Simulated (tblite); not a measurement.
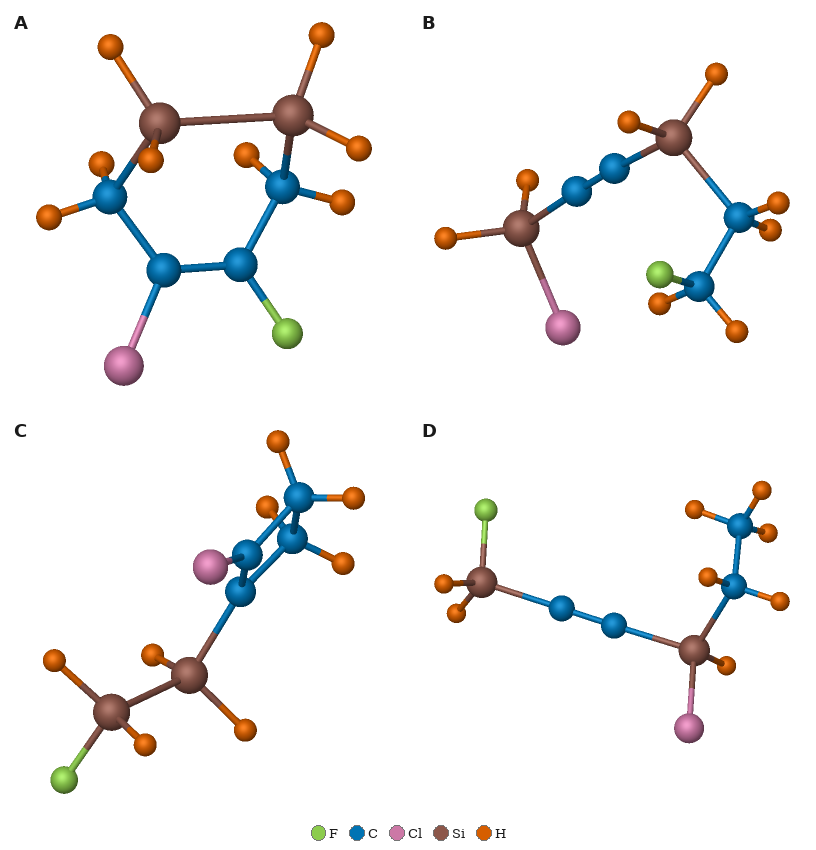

Simulated data, not a measurement (program: tblite).

Which panel belongs to which SMILES?
(1) FC1=C(Cl)C[SiH2][SiH2]C1
(2) CC[Si@@H](Cl)C#C[SiH2]F
(3) FCC[SiH2]C#C[SiH2]Cl
(4) F[SiH2][SiH2]C1=C(Cl)CC1

Answer. A is (1), B is (3), C is (4), D is (2).
